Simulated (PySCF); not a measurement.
Consider H$_{8}$Si$_{4}$ (cyclo-(SiH2)4).

Input file:

```
{"job": {"kind": "uv", "xc": "B3LYP", "basis": "def2-SVPD", "ip": false, "nstates": 10}, "charge": 0, "multiplicity": 1}
Si     0.982156    -1.374687    -0.020885
H      0.486082    -2.784279     0.068977
H      2.475496    -1.389590    -0.134955
Si     0.124030     0.043394     1.678577
H     -0.832274    -0.651834     2.597482
H      1.151744     0.758109     2.499058
Si    -0.951763     1.369821     0.028260
H     -2.444545     1.382418     0.139786
H     -0.458762     2.780484    -0.057374
Si    -0.104766    -0.057763    -1.670279
H      0.837395     0.621122    -2.615340
H     -1.149313    -0.779927    -2.462307
```

Command:

```sh
OMP_NUM_THREADS=1 python probes_run.py task.json out
```

Geometry: PBE0-D3(BJ)/def2-SVP.

Level of theory: B3LYP/def2-SVPD, SCF density, gas phase in PySCF 2.14.0.

> What will maps of the electron density and electron localisation function show?

Si–Si (2.37 Å): the density is about 0.61 e/Å³ at the midpoint; the ELF peaks at about 1 between the atoms; a shared electron pair.

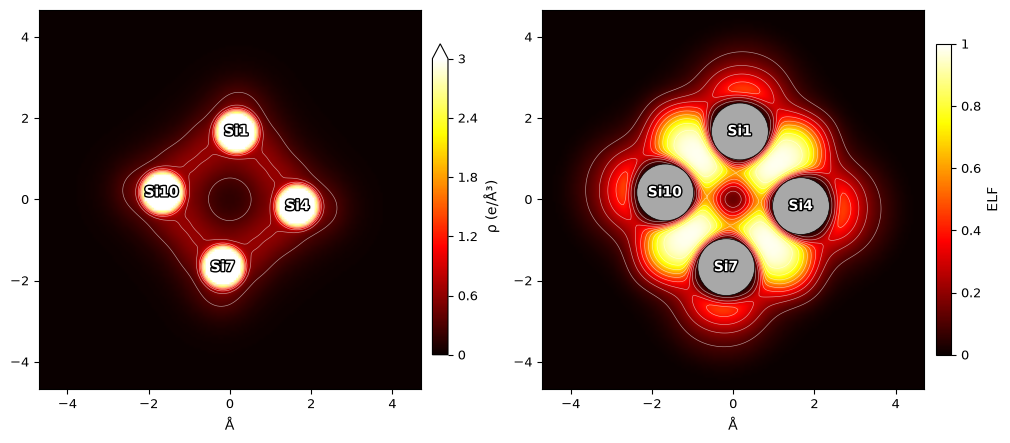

Computed electron density and electron localisation function on the plane of atoms Si4, Si7 and Si10, in this order. Grey discs cover the atomic cores in the ELF map. 
